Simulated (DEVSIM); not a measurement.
Device: Ru/TiO2/p-InP capacitor, at 250 K.

| layer (left to right) | material | thickness (nm) | Na (cm⁻³) |
|---|---|---|---|
| 1 | TiO2 | 21.0 | - |
| 2 | InP | 530 | 1.4e18 |

Metal gate on the left, work function 4.7 eV. Fixed charge at the semiconductor interface 0 cm⁻² (in units of +e); no interface traps.

The device is made up for the run: typed textbook-type constants, with dimensions and the other settings drawn at random. Values at 300 K; Nc and Nv go as T^1.5, mobilities as T to minus their exponent, the gap by Varshni's rule with the affinity fixed.

```
parameter         TiO2       InP
----------------  ----  --------
gap (eV)           3.2     1.344
affinity (eV)      3.9      4.38
permittivity        60      12.5
Nc (cm⁻³)            -    5.7e17
Nv (cm⁻³)            -    1.1e19
Varshni α (eV/K)     -  0.000363
Varshni β (K)        -       162
```

DEVSIM, 1D Poisson equation in equilibrium, Boltzmann statistics, complete ionisation; no quantum confinement or tunnelling. Metal contacts follow the ideal Schottky-Mott rule: no Fermi-level pinning, no interface dipoles.

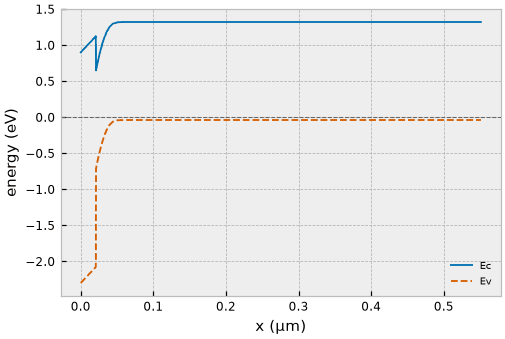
Figure: Band edges at -0.1 V on the gate

Energies count from the Fermi level of the right contact; mesh points crowd at the junctions.

```tsv
x (μm)	Ec (eV)	Ev (eV)	n (cm⁻³)	p (cm⁻³)	field (V/cm)
0.000	0.900	-2.300	< 1e2	< 1e2	110000
0.001081	0.912	-2.288	< 1e2	< 1e2	110000
0.003187	0.934	-2.266	< 1e2	< 1e2	110000
0.006897	0.974	-2.226	< 1e2	< 1e2	110000
0.01479	1.059	-2.141	< 1e2	< 1e2	110000
0.01819	1.095	-2.105	< 1e2	< 1e2	110000
0.02005	1.115	-2.085	< 1e2	< 1e2	110000
0.02141	0.667	-0.693	16000	89000	510000
0.02294	0.741	-0.618	490	2900000	480000
0.02613	0.883	-0.477	< 1e2	2.1e9	410000
0.03221	1.095	-0.264	< 1e2	3.9e13	290000
0.05061	1.317	-0.042	< 1e2	1.2e18	12000
0.08236	1.321	-0.039	< 1e2	1.4e18	≈ 0
0.1426	1.321	-0.039	< 1e2	1.4e18	≈ 0
0.3196	1.321	-0.039	< 1e2	1.4e18	≈ 0
0.4377	1.321	-0.039	< 1e2	1.4e18	≈ 0
0.4939	1.321	-0.039	< 1e2	1.4e18	≈ 0
0.5235	1.321	-0.039	< 1e2	1.4e18	≈ 0
0.5406	1.321	-0.039	< 1e2	1.4e18	≈ 0
0.5463	1.321	-0.039	< 1e2	1.4e18	≈ 0
0.5493	1.321	-0.039	< 1e2	1.4e18	≈ 0
0.5510	1.321	-0.039	< 1e2	1.4e18	≈ 0
```
